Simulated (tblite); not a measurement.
**CH$_{9}$NSi$_{3}$: geometry relaxation**

CH$_{9}$NSi$_{3}$, multiplicity 3, computed with GFN2-xTB geometry optimisation, gas phase (tblite 0.8.0).

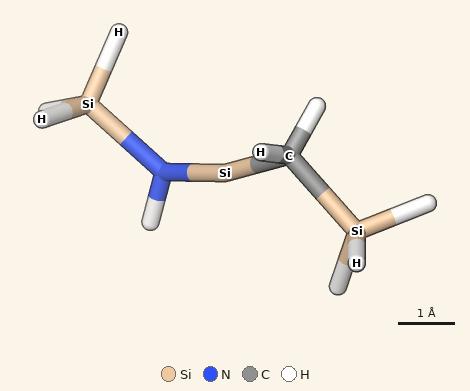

*The structure as given in the input (stick view, seen at a tilt).*

Input
```
{"job": {"kind": "relax", "xc": "GFN2-xTB", "basis": "xTB"}, "charge": 0, "multiplicity": 3}
Si    -0.957930    -1.044108    -0.577652
N     -2.521542    -0.940487    -1.509142
Si    -2.430935    -0.178878    -3.190103
C      0.732087    -1.326045     0.082460
Si     0.601421    -1.873697     1.836908
H     -3.361050    -0.716854    -0.976356
H     -3.711548    -0.178158    -3.741567
H     -1.972244     1.166154    -3.048424
H     -1.519325    -0.927789    -3.979054
H      1.310032    -0.443458     0.037886
H      1.205600    -2.063587    -0.473944
H     -0.758250    -1.838275     2.253163
H      1.373885    -1.014124     2.668261
H      1.102502    -3.190771     1.949065
```

The first line tells a small driver script what to run in tblite; the rest is the geometry in Å.

Run on 1 CPU thread, shared host.

Launch command:
```bash
OMP_NUM_THREADS=1 python <driver script> task.json out
```

Output
```
step      E/eV     max force
  0    -399.72988    3.385
  1    -400.14265    1.922
  2    -400.35919    1.542
  3    -400.42144    1.114
  4    -400.51619    0.679
  5    -400.54273    0.431
  6    -400.58064    0.584
  7    -400.60592    0.504
  8    -400.62853    0.377
  9    -400.64458    0.341
 10    -400.66188    0.402
 11    -400.68246    0.464
 12    -400.70497    0.435
 13    -400.71948    0.314
 14    -400.72989    0.254
 15    -400.74168    0.344
 16    -400.75184    0.318
 17    -400.76012    0.231
 18    -400.76714    0.212
 19    -400.77462    0.261
 20    -400.78463    0.290
 21    -400.79673    0.281
 22    -400.80798    0.361
 23    -400.81710    0.275
 24    -400.82473    0.239
 25    -400.83174    0.246
 26    -400.83817    0.239
 27    -400.84465    0.265
 28    -400.85324    0.257
 29    -400.86512    0.365
 30    -400.87954    0.531
 31    -400.89426    0.350
 32    -400.90720    0.198
 33    -400.91294    0.220
 34    -400.91755    0.167
 35    -400.92090    0.156
 36    -400.92327    0.161
 37    -400.92611    0.234
 38    -400.93058    0.262
 39    -400.93616    0.183
 40    -400.94170    0.257
 41    -400.94646    0.219
 42    -400.95299    0.349
 43    -400.96211    0.381
 44    -400.97271    0.352
 45    -400.98491    0.371
 46    -400.99571    0.353
 47    -401.00353    0.346
 48    -401.00968    0.240
 49    -401.01403    0.183
 50    -401.01753    0.223
 51    -401.02155    0.202
 52    -401.02697    0.105
 53    -401.02848    0.077
 54    -401.02934    0.069
 55    -401.03000    0.063
 56    -401.03073    0.074
 57    -401.03157    0.108
 58    -401.03238    0.088
 59    -401.03297    0.054
 60    -401.03331    0.041
 61    -401.03352    0.037
 62    -401.03372    0.040
 63    -401.03398    0.039
 64    -401.03433    0.055
 65    -401.03480    0.057
 66    -401.03530    0.053
 67    -401.03566    0.047
 68    -401.03591    0.051
 69    -401.03620    0.050
 70    -401.03668    0.068
 71    -401.03765    0.111
 72    -401.03954    0.163
 73    -401.04230    0.179
 74    -401.04484    0.170
 75    -401.04716    0.139
 76    -401.04870    0.179
 77    -401.05147    0.185
 78    -401.05591    0.228
 79    -401.06669    0.195
 80    -401.06928    0.172
 81    -401.07114    0.133
 82    -401.07258    0.083
 83    -401.07326    0.069
 84    -401.07484    0.083
 85    -401.07617    0.102
 86    -401.07794    0.081
 87    -401.07897    0.073
 88    -401.07960    0.060
 89    -401.07996    0.050
 90    -401.08027    0.076
 91    -401.08051    0.060
 92    -401.08083    0.037
 93    -401.08098    0.037
 94    -401.08131    0.040
 95    -401.08157    0.032
 96    -401.08175    0.031
 97    -401.08190    0.032
 98    -401.08207    0.033
 99    -401.08228    0.037
100    -401.08250    0.041
101    -401.08267    0.034
102    -401.08278    0.022
103    -401.08285    0.020
104    -401.08288    0.014
105    -401.08291    0.013
106    -401.08294    0.016
107    -401.08298    0.022
108    -401.08304    0.026
109    -401.08313    0.024
110    -401.08324    0.020
111    -401.08334    0.017
112    -401.08340    0.017
113    -401.08343    0.012
114    -401.08345    0.013
115    -401.08348    0.015
116    -401.08353    0.023
117    -401.08358    0.030
118    -401.08364    0.029
119    -401.08371    0.023
120    -401.08378    0.025
121    -401.08384    0.023
122    -401.08392    0.025
123    -401.08402    0.029
124    -401.08415    0.035
125    -401.08430    0.041
126    -401.08444    0.035
127    -401.08456    0.025
128    -401.08465    0.020
129    -401.08474    0.030
130    -401.08486    0.042
131    -401.08498    0.044
132    -401.08510    0.025
133    -401.08516    0.015
134    -401.08518    0.012
135    -401.08521    0.015
136    -401.08524    0.013
137    -401.08526    0.008
138    -401.08527    0.007
```

Trajectory as extended XYZ (Å, eV, eV/Å), 15 of the 29 frames kept, from step=0 to step=138
```
14
Properties=species:S:1:pos:R:3:forces:R:3 step=0 energy=-399.72988
Si   -0.9579   -1.0441   -0.5777   -3.3820   0.0620   0.1200
N    -2.5215   -0.9405   -1.5091    0.8240   0.9460  -2.0110
Si   -2.4309   -0.1789   -3.1901    0.1320  -0.8050   2.5670
C     0.7321   -1.3260    0.0825    0.5450   0.5660  -0.0250
Si    0.6014   -1.8737    1.8369   -0.1510  -0.0140   0.6530
H    -3.3611   -0.7169   -0.9764    0.3760  -0.0610  -0.1480
H    -3.7115   -0.1782   -3.7416   -1.4820  -0.0870  -0.5540
H    -1.9722    1.1662   -3.0484    0.3540   0.7800   0.0530
H    -1.5193   -0.9278   -3.9791    0.6650  -0.5850  -0.3530
H     1.3100   -0.4435    0.0379    0.9130   1.0240  -0.1770
H     1.2056   -2.0636   -0.4739    1.1490  -1.3190  -1.0790
H    -0.7583   -1.8383    2.2532   -0.8810   0.0380   0.2790
H     1.3739   -1.0141    2.6683    0.5180   0.5310   0.5400
H     1.1025   -3.1908    1.9491    0.4200  -1.0770   0.1340
14
Properties=species:S:1:pos:R:3:forces:R:3 step=10 energy=-400.66188
Si   -1.1835   -1.1470   -0.3313    0.0600  -0.0520   0.0760
N    -2.3995   -0.8408   -1.5781   -0.1590   0.0410  -0.0220
Si   -2.4230   -0.1551   -3.1606    0.1990   0.1420  -0.3190
C     0.7106   -1.3172    0.0515   -0.0690   0.0360  -0.1910
Si    0.6223   -1.8833    1.8687    0.0580   0.0070  -0.0780
H    -3.3001   -0.7455   -1.1350   -0.0620  -0.0800   0.1330
H    -3.7904   -0.2076   -3.7162    0.2480  -0.0240   0.2160
H    -1.9422    1.2389   -3.0958   -0.0560  -0.0560  -0.1140
H    -1.4852   -0.9677   -3.9409   -0.0010   0.0460  -0.0180
H     1.2880   -0.4018   -0.0795   -0.2270   0.1830   0.0640
H     1.2173   -2.0439   -0.5832   -0.1920  -0.1620  -0.0310
H    -0.7648   -1.8431    2.3063   -0.1210  -0.0120   0.1410
H     1.4136   -1.0178    2.7258    0.2010   0.1280   0.1250
H     1.1296   -3.2383    1.9997    0.1210  -0.1960   0.0170
14
Properties=species:S:1:pos:R:3:forces:R:3 step=20 energy=-400.78463
Si   -1.3348   -1.2256   -0.2400    0.2120  -0.0660   0.1860
N    -2.3818   -0.7525   -1.5585   -0.0830   0.0380  -0.1780
Si   -2.3058   -0.1253   -3.1720    0.0220   0.0520  -0.0580
C     0.5605   -1.3296    0.0604    0.1010  -0.0040  -0.0270
Si    0.6832   -1.8920    1.8897    0.0070   0.0510  -0.1920
H    -3.3211   -0.8113   -1.1980   -0.1360   0.0620  -0.1080
H    -3.7032   -0.2447   -3.5997    0.0830   0.0240  -0.1010
H    -1.8883    1.2985   -3.2425    0.0130  -0.2670   0.0630
H    -1.3846   -0.9525   -3.9761   -0.0840   0.1350   0.1700
H     1.0449   -0.3692   -0.1255   -0.1020   0.0520   0.1260
H     1.0461   -2.0273   -0.6273   -0.1440  -0.0610   0.0930
H    -0.6713   -1.8648    2.4313   -0.0590  -0.0150   0.1290
H     1.5363   -1.0248    2.7001    0.1000   0.0600  -0.0480
H     1.2127   -3.2490    1.9897    0.0700  -0.0600  -0.0540
14
Properties=species:S:1:pos:R:3:forces:R:3 step=30 energy=-400.87954
Si   -1.5380   -1.2727   -0.1568   -0.0170  -0.0170   0.1250
N    -2.4735   -0.7459   -1.5495    0.0690   0.1420  -0.5070
Si   -2.2308   -0.1382   -3.1647    0.0780   0.0460  -0.0150
C     0.3632   -1.3231    0.1198   -0.0150  -0.0690   0.0690
Si    0.7557   -1.9038    1.9046    0.0030   0.1000  -0.2980
H    -3.4563   -0.7744   -1.3415   -0.1300  -0.0360   0.1980
H    -3.5822   -0.2287   -3.7691    0.3540   0.0370   0.0950
H    -1.7371    1.2695   -3.2040   -0.1250  -0.3160   0.0970
H    -1.2283   -0.9595   -3.8795   -0.1720   0.0790   0.1870
H     0.7786   -0.3285   -0.0610   -0.0280  -0.1270  -0.0620
H     0.8068   -2.0144   -0.6029   -0.0110   0.1880   0.0360
H    -0.4692   -1.9175    2.7041    0.0280   0.0050  -0.0060
H     1.7484   -0.9955    2.4840   -0.0040   0.0070   0.0540
H     1.3553   -3.2373    1.8480   -0.0280  -0.0400   0.0280
14
Properties=species:S:1:pos:R:3:forces:R:3 step=40 energy=-400.94170
Si   -1.7484   -1.2977   -0.0776    0.0770  -0.0610   0.0090
N    -2.5756   -0.7901   -1.5539    0.0980   0.0210  -0.0860
Si   -2.1292   -0.1727   -3.1098    0.1320   0.0370  -0.0220
C     0.1681   -1.3065    0.1352   -0.0040   0.0410  -0.0250
Si    0.8205   -1.8845    1.8274    0.0520  -0.1040   0.0090
H    -3.5658   -0.7324   -1.3932   -0.1620  -0.0060   0.0720
H    -3.3360   -0.1885   -3.9377   -0.0270  -0.0390   0.0800
H    -1.6127    1.2074   -3.0594    0.0110  -0.0510   0.0820
H    -1.0911   -1.0287   -3.6903    0.0300  -0.0330   0.0960
H     0.5106   -0.2908   -0.0607    0.0300   0.0270  -0.0440
H     0.5970   -1.9402   -0.6412   -0.0480   0.0360  -0.0670
H    -0.2189   -1.9311    2.8420   -0.2480   0.0460   0.0460
H     1.8683   -0.9899    2.3161    0.0760   0.0970  -0.0550
H     1.4060   -3.2242    1.7345   -0.0180  -0.0100  -0.0960
14
Properties=species:S:1:pos:R:3:forces:R:3 step=50 energy=-401.01753
Si   -1.8334   -1.3815   -0.0034   -0.0350  -0.0200   0.0080
N    -2.6612   -0.8870   -1.4782    0.1100   0.0240  -0.0170
Si   -1.9915   -0.2520   -2.9372    0.1140   0.0270   0.0130
C     0.0859   -1.2400    0.0326   -0.2070   0.0250  -0.0790
Si    0.8017   -1.8465    1.6830    0.0760   0.0130   0.0790
H    -3.6392   -0.6981   -1.3502   -0.1400  -0.0110   0.0560
H    -3.0670   -0.2077   -3.9175   -0.0910  -0.0470  -0.0240
H    -1.4300    1.0961   -2.7781    0.0220   0.0690   0.0440
H    -0.8992   -1.1434   -3.3187    0.0360  -0.0730  -0.0140
H     0.3312   -0.2007   -0.1710    0.0580   0.1080   0.0810
H     0.4437   -1.8047   -0.8235    0.1490  -0.1180   0.0220
H    -0.2577   -1.8141    2.6967    0.0090  -0.0080  -0.0330
H     1.8959   -0.9741    2.1447   -0.0590  -0.0820  -0.1080
H     1.3136   -3.2165    1.5523   -0.0430   0.0930  -0.0270
14
Properties=species:S:1:pos:R:3:forces:R:3 step=60 energy=-401.03331
Si   -1.8851   -1.4153    0.0055    0.0010  -0.0280  -0.0070
N    -2.6806   -0.8672   -1.4641    0.0000   0.0000   0.0150
Si   -1.9378   -0.2602   -2.8993   -0.0250  -0.0070  -0.0240
C     0.0250   -1.2222    0.0287   -0.0150  -0.0110  -0.0060
Si    0.7956   -1.8329    1.6516    0.0030   0.0200   0.0100
H    -3.6700   -0.7036   -1.3715    0.0210  -0.0090   0.0040
H    -2.9950   -0.2371   -3.9078    0.0130   0.0110   0.0030
H    -1.3712    1.0856   -2.7102    0.0020  -0.0100  -0.0060
H    -0.8523   -1.1824   -3.2398   -0.0020   0.0090   0.0000
H     0.2452   -0.1722   -0.1603    0.0220   0.0100   0.0330
H     0.4245   -1.7836   -0.8143   -0.0030   0.0150  -0.0250
H    -0.2236   -1.7999    2.7020    0.0150   0.0080   0.0090
H     1.9265   -0.9797    2.0312    0.0010  -0.0040  -0.0070
H     1.2917   -3.1995    1.4799   -0.0310  -0.0050   0.0000
14
Properties=species:S:1:pos:R:3:forces:R:3 step=70 energy=-401.03668
Si   -1.8922   -1.4644   -0.0031   -0.0290  -0.0010  -0.0040
N    -2.6750   -0.8580   -1.4561   -0.0410  -0.0300   0.0390
Si   -1.9255   -0.2643   -2.8925   -0.0270   0.0000  -0.0620
C     0.0082   -1.2174    0.0357    0.0020   0.0180  -0.0100
Si    0.7980   -1.8317    1.6450   -0.0030  -0.0030   0.0030
H    -3.6698   -0.7206   -1.3702    0.0600   0.0110  -0.0290
H    -2.9772   -0.2368   -3.9074    0.0130   0.0050   0.0110
H    -1.3527    1.0806   -2.7125   -0.0040  -0.0190   0.0170
H    -0.8412   -1.1892   -3.2350   -0.0200   0.0140   0.0100
H     0.2043   -0.1573   -0.1180   -0.0190   0.0360  -0.0020
H     0.4171   -1.7409   -0.8266    0.0400   0.0050   0.0050
H    -0.1872   -1.7708    2.7257   -0.0030   0.0170   0.0030
H     1.9467   -0.9850    1.9834    0.0190  -0.0430   0.0000
H     1.2392   -3.2142    1.4631    0.0110  -0.0110   0.0180
14
Properties=species:S:1:pos:R:3:forces:R:3 step=80 energy=-401.06928
Si   -1.8009   -1.6972   -0.1530    0.0000   0.0380  -0.0440
N    -2.6518   -0.9406   -1.4940   -0.0620  -0.0130   0.0600
Si   -1.9531   -0.2929   -2.9352   -0.0360  -0.0060  -0.0500
C     0.0204   -1.1310    0.0824   -0.0050  -0.0370  -0.0340
Si    0.7985   -1.8512    1.6513    0.1290   0.1070   0.0390
H    -3.6287   -0.7375   -1.3348    0.1440  -0.0150  -0.0220
H    -3.0289   -0.1894   -3.9210    0.0090  -0.0200   0.0280
H    -1.3694    1.0401   -2.7092    0.0170  -0.0130   0.0210
H    -0.8936   -1.2174   -3.3450   -0.0240   0.0220   0.0130
H     0.0329   -0.0416    0.1099   -0.0270  -0.0050   0.0030
H     0.5808   -1.4330   -0.8022   -0.0060   0.0140   0.0120
H    -0.0731   -1.5421    2.7838   -0.0100   0.0170   0.0280
H     2.1227   -1.2331    1.8563   -0.1200  -0.1010  -0.0020
H     0.9370   -3.3032    1.5423   -0.0080   0.0110  -0.0520
14
Properties=species:S:1:pos:R:3:forces:R:3 step=90 energy=-401.08027
Si   -1.6753   -1.8179   -0.2760   -0.0380  -0.0190  -0.0320
N    -2.5961   -0.9867   -1.5166    0.0230  -0.0120   0.0200
Si   -1.9918   -0.2992   -2.9834   -0.0050  -0.0070   0.0090
C     0.0570   -1.0873    0.1081   -0.0240  -0.0120   0.0290
Si    0.7902   -1.8545    1.6760   -0.0120   0.0310  -0.0040
H    -3.5506   -0.7626   -1.2842    0.0000   0.0070   0.0090
H    -3.1245   -0.1770   -3.8984   -0.0060   0.0040   0.0050
H    -1.3970    1.0263   -2.7410    0.0020  -0.0130  -0.0040
H    -0.9611   -1.2135   -3.4707    0.0110   0.0020  -0.0090
H    -0.0660   -0.0137    0.2327    0.0180   0.0710  -0.0210
H     0.6995   -1.2413   -0.7562    0.0230  -0.0120  -0.0190
H    -0.0005   -1.3930    2.8161   -0.0030  -0.0100   0.0260
H     2.1858   -1.4384    1.8408    0.0220   0.0090   0.0150
H     0.7230   -3.3111    1.5843   -0.0100  -0.0370  -0.0240
14
Properties=species:S:1:pos:R:3:forces:R:3 step=100 energy=-401.08250
Si   -1.6434   -1.8223   -0.2908   -0.0140  -0.0010   0.0060
N    -2.5825   -0.9934   -1.5161    0.0080  -0.0080   0.0180
Si   -2.0075   -0.3023   -2.9921    0.0100   0.0090  -0.0210
C     0.0823   -1.0771    0.1041   -0.0060  -0.0260  -0.0030
Si    0.7785   -1.8501    1.6878    0.0060   0.0210  -0.0320
H    -3.5279   -0.7551   -1.2618   -0.0120   0.0010   0.0110
H    -3.1643   -0.1790   -3.8771    0.0080   0.0010  -0.0020
H    -1.4124    1.0238   -2.7557    0.0020  -0.0030  -0.0070
H    -0.9793   -1.2055   -3.5064   -0.0140   0.0000   0.0030
H    -0.0325    0.0019    0.2057    0.0120  -0.0210  -0.0150
H     0.7363   -1.2583   -0.7483    0.0100   0.0320   0.0230
H    -0.0305   -1.4045    2.8204   -0.0200   0.0030   0.0200
H     2.1721   -1.4419    1.8922    0.0080   0.0030   0.0060
H     0.7037   -3.3061    1.5695    0.0010  -0.0120  -0.0100
14
Properties=species:S:1:pos:R:3:forces:R:3 step=110 energy=-401.08324
Si   -1.6223   -1.8247   -0.3014    0.0200   0.0030  -0.0030
N    -2.5770   -0.9885   -1.5091    0.0150  -0.0050   0.0060
Si   -2.0205   -0.3021   -2.9955    0.0040   0.0040  -0.0150
C     0.1037   -1.0787    0.0963    0.0030  -0.0070  -0.0090
Si    0.7720   -1.8480    1.6931    0.0010   0.0040  -0.0070
H    -3.5179   -0.7505   -1.2379   -0.0110   0.0120  -0.0060
H    -3.1827   -0.1742   -3.8724   -0.0060  -0.0050   0.0070
H    -1.4210    1.0238   -2.7705    0.0080  -0.0050   0.0000
H    -1.0041   -1.2115   -3.5219   -0.0100   0.0040   0.0100
H    -0.0077    0.0010    0.1875   -0.0090  -0.0030   0.0080
H     0.7718   -1.2624   -0.7445   -0.0110  -0.0020   0.0100
H    -0.0659   -1.4128    2.8099   -0.0090   0.0000   0.0040
H     2.1593   -1.4376    1.9358    0.0010   0.0040  -0.0030
H     0.7050   -3.3040    1.5621    0.0050  -0.0040  -0.0010
14
Properties=species:S:1:pos:R:3:forces:R:3 step=120 energy=-401.08378
Si   -1.5946   -1.8345   -0.3289    0.0130  -0.0080   0.0070
N    -2.5630   -0.9715   -1.5058    0.0090  -0.0080  -0.0010
Si   -2.0390   -0.2967   -3.0097    0.0180  -0.0040   0.0030
C     0.1232   -1.0849    0.0965    0.0020   0.0040  -0.0030
Si    0.7691   -1.8507    1.7050   -0.0050   0.0030  -0.0140
H    -3.5006   -0.7380   -1.2195   -0.0040   0.0170   0.0000
H    -3.2212   -0.1712   -3.8596   -0.0010   0.0040   0.0030
H    -1.4218    1.0244   -2.8062   -0.0090   0.0000   0.0020
H    -1.0375   -1.2149   -3.5473   -0.0050  -0.0070  -0.0080
H     0.0021   -0.0060    0.1887    0.0050  -0.0100  -0.0020
H     0.8066   -1.2644   -0.7331   -0.0150   0.0100   0.0170
H    -0.0979   -1.4277    2.8042   -0.0050   0.0010   0.0050
H     2.1470   -1.4271    1.9798   -0.0100   0.0020  -0.0090
H     0.7203   -3.3069    1.5676    0.0060  -0.0050   0.0000
14
Properties=species:S:1:pos:R:3:forces:R:3 step=130 energy=-401.08486
Si   -1.5476   -1.8677   -0.3832    0.0080  -0.0080   0.0260
N    -2.5391   -0.9612   -1.5038    0.0270  -0.0040  -0.0110
Si   -2.0589   -0.3011   -3.0291    0.0120   0.0030   0.0010
C     0.1437   -1.0902    0.0979    0.0110   0.0060  -0.0060
Si    0.7584   -1.8561    1.7189   -0.0190   0.0180  -0.0330
H    -3.4463   -0.6757   -1.1698   -0.0170   0.0050   0.0140
H    -3.2721   -0.1554   -3.8297   -0.0110   0.0060  -0.0190
H    -1.4166    1.0122   -2.8549    0.0000  -0.0080   0.0010
H    -1.0995   -1.2453   -3.5961   -0.0060   0.0030  -0.0080
H    -0.0032   -0.0151    0.1937   -0.0060  -0.0030   0.0170
H     0.8568   -1.2439   -0.7112   -0.0080  -0.0100   0.0060
H    -0.1511   -1.4644    2.7941   -0.0150   0.0000   0.0140
H     2.1132   -1.3950    2.0378    0.0200   0.0020  -0.0010
H     0.7550   -3.3111    1.5669    0.0050  -0.0110  -0.0010
14
Properties=species:S:1:pos:R:3:forces:R:3 step=138 energy=-401.08527
Si   -1.5487   -1.8751   -0.3846   -0.0010   0.0070   0.0030
N    -2.5322   -0.9567   -1.5040   -0.0030   0.0040  -0.0010
Si   -2.0608   -0.3026   -3.0355    0.0040  -0.0010   0.0020
C     0.1379   -1.0927    0.1040    0.0000   0.0050  -0.0030
Si    0.7595   -1.8568    1.7218    0.0000   0.0010  -0.0040
H    -3.4325   -0.6572   -1.1615    0.0030  -0.0030  -0.0040
H    -3.2756   -0.1475   -3.8338   -0.0050  -0.0010   0.0020
H    -1.4094    1.0066   -2.8678    0.0030  -0.0040   0.0040
H    -1.1131   -1.2531   -3.6109   -0.0010  -0.0040  -0.0030
H    -0.0154   -0.0190    0.2048   -0.0010  -0.0010   0.0040
H     0.8512   -1.2415   -0.7054    0.0010   0.0030   0.0000
H    -0.1556   -1.4837    2.8002   -0.0020   0.0000  -0.0010
H     2.1099   -1.3788    2.0384    0.0020  -0.0010   0.0030
H     0.7776   -3.3119    1.5658    0.0010  -0.0030  -0.0020
```

Results in brief

| quantity | value |
| --- | --- |
| outcome | converged |
| total energy | −401.0853 eV |
| wall time | 9 s |
| peak memory | 0.18 GiB |
